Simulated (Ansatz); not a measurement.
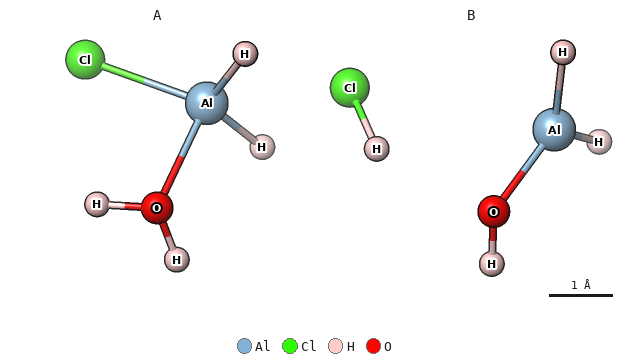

Two geometries of AlH$_{4}$OCl, drawn at one scale. One is the start of a relaxation, the other its converged end. The picture is a ball-and-stick view, seen face on.

The calculation used Ansatz, RKS BLYP/def2-TZVP. Settings: no spin polarisation; force threshold 0.03 eV/Å; at most 50 steps.

Q: Which one is relaxed?

A: Structure A is the relaxed one. The run prepares an end point of a later path (reaction) calculation, from a guessed geometry. The largest move after the best rigid fit is that of an H atom, 1.11 Å. Largest moves by element: H 1.11 Å, Cl 0.94 Å, Al 0.72 Å, O 0.37 Å. Among the contacts that change: Cl–H 1.341 → 2.699 Å, Al–Cl 3.429 → 2.182 Å, H–O 2.206 → 0.981 Å, Al–O 1.763 → 2.047 Å. New bonds form, among them: Al–Cl (3.43 → 2.18 Å), H–O (2.21 → 0.98 Å). Bonds break, among them: Cl–H (1.34 → 2.70 Å). Among the angles between lasting bonds that change: H–Al–O 119.0° → 98.3°, H–Al–O 114.5° → 104.4°, Al–O–H 119.2° → 113.9°. Over 23 accepted moves (26 points after the start) the energy falls by 20.5 kcal/mol. Largest force component: 0.72 eV/Å at the start, 0.024 eV/Å at the end. The line search rejected the trial steps at points 2, 4, 12 of the run. The run took 23 s on 4 threads of AMD EPYC 7B13 (Zen 3), on a shared host, peak memory 0.23 GiB.

Limits of the set-up: the start holds two separate molecules, 2.2 Å apart at their closest, whose relative position is a soft coordinate and is computed without a dispersion correction.
